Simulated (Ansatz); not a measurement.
# AlH2Cl (SMILES [H][Al]([H])[Cl]): methods side by side

AlH2Cl: 4 atoms, total charge 0, spin state singlet. As SMILES, `[H][Al]([H])[Cl]`. The shape comes from GFN2-xTB, which is rough for such elements, and wasn't checked as a minimum.

```csv
atom,x (Å),y (Å),z (Å)
Al,0.0498,0.0829,-0.0022
H,1.5870,0.1095,0.0133
H,-0.6511,1.4514,-0.0195
Cl,-0.9857,-1.6439,0.0084
```

Each level gives the energy change with the Al1–Cl4 bond stretched from 2.014 to 5.034 Å (eV). The values are calculated.

```json
{"level": "SVWN5/STO-3G (restricted)", "kind": "LDA", "program": "Ansatz", "value (eV)": "6.32", "less FCI/STO-3G": "+0.29", "CPU time (all runs)": "1.9 s"}
{"level": "BLYP/STO-3G (restricted)", "kind": "GGA", "program": "Ansatz", "value (eV)": "5.77", "less FCI/STO-3G": "-0.26", "CPU time (all runs)": "3.1 s"}
{"level": "r2SCAN0/STO-3G (restricted)", "kind": "hybrid meta-GGA", "program": "Ansatz", "value (eV)": "6.88", "less FCI/STO-3G": "+0.85", "CPU time (all runs)": "10 s"}
{"level": "CAM-B3LYP/STO-3G (restricted)", "kind": "range-separated hybrid", "program": "Ansatz", "value (eV)": "7.17", "less FCI/STO-3G": "+1.14", "CPU time (all runs)": "3.3 s"}
{"level": "wB97X/STO-3G (restricted)", "kind": "range-separated hybrid", "program": "Ansatz", "value (eV)": "7.52", "less FCI/STO-3G": "+1.49", "CPU time (all runs)": "17 s"}
{"level": "B2PLYP/STO-3G (restricted)", "kind": "double hybrid", "program": "Ansatz", "value (eV)": "6.19", "less FCI/STO-3G": "+0.16", "CPU time (all runs)": "3.9 s"}
{"level": "CCSDT/STO-3G (restricted)", "kind": "coupled cluster or CI", "program": "Ansatz", "value (eV)": "6.04", "less FCI/STO-3G": "+0.01", "CPU time (all runs)": "0.85 s"}
{"level": "FCI/STO-3G", "kind": "exact in the basis", "program": "Ansatz", "value (eV)": "6.03", "less FCI/STO-3G": "0.00", "CPU time (all runs)": "1 s"}
```

FCI/STO-3G is exact within its basis and frozen core, so for wave-function methods in that basis the difference is their error; functionals converge differently with the basis, so for them it is only a difference. The first shape isn't each level's own minimum. The values span 5.77 to 7.52 eV. All rows use very small basis sets, so even the best lies far from the true value. Times are those of the runs behind each value, whatever else they computed, on shared processors of several kinds: orders of magnitude only.

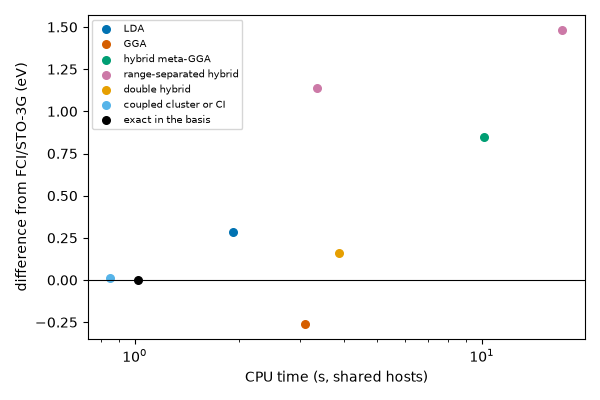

Difference from FCI/STO-3G against processor time, one point a level.
